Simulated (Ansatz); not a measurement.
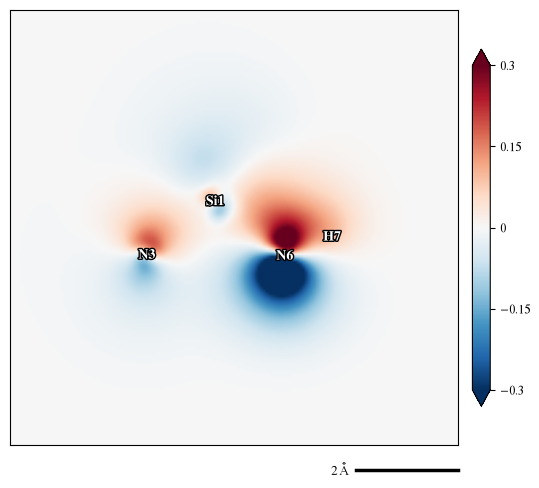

The picture shows: H$_{7}$N$_{3}$Si. The HOMO−1 on the plane of atoms N3, Si1 and N6 (values in Å⁻³ᐟ²; the overall sign is arbitrary).

The calculation used RKS PBE0/def2-SVP (Ansatz).

```xyz
11

Si    0.0467   -0.0230    0.2320
H    -0.2184   -0.2504    1.6900
N     1.7648    0.1775    0.1633
H     2.3572   -0.3330    0.8075
H     2.2338    0.3341   -0.7219
N    -0.5658    1.3758   -0.5688
H    -1.5577    1.4487   -0.7608
H    -0.1494    2.2806   -0.3847
N    -0.7802   -1.3355   -0.5359
H    -0.8334   -2.2365   -0.0757
H    -0.7629   -1.4384   -1.5445
```

Describe this orbital and give its energy.

Answer. It lies mainly on N6 (about 65 %) and H2 (about 5 %). Its energy is −6.88 eV.
